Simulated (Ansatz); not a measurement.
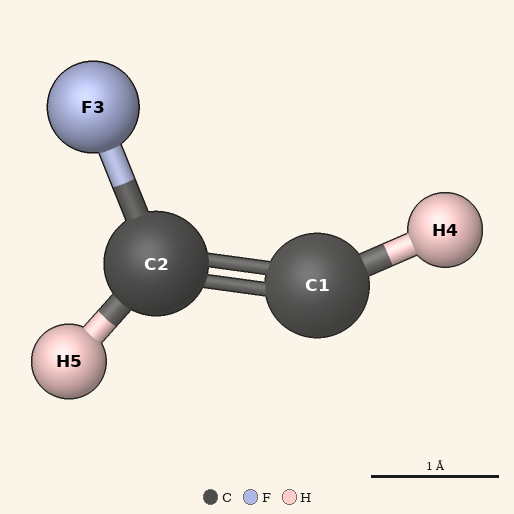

The picture comes from a calculation with Ansatz.

Orthographic view. Atoms fade into the background with distance from the viewer. The species is neutral and a spin doublet. Geometry: atoms displaced at random (about 0.04 Å) from a stationary point of PBE0-D4.

Give the geometry as a Z-matrix, atoms in numerical order, with these reference atoms: 2 to 1; 3 to 2, 1; 4 to 1, 2, 3; 5 to 2, 1, 4.

```
C  
C    1   1.287
F    2   1.339   1   120.0
H    1   1.103   2   148.6   3     1.6
H    2   1.045   1   122.7   4   172.9
```
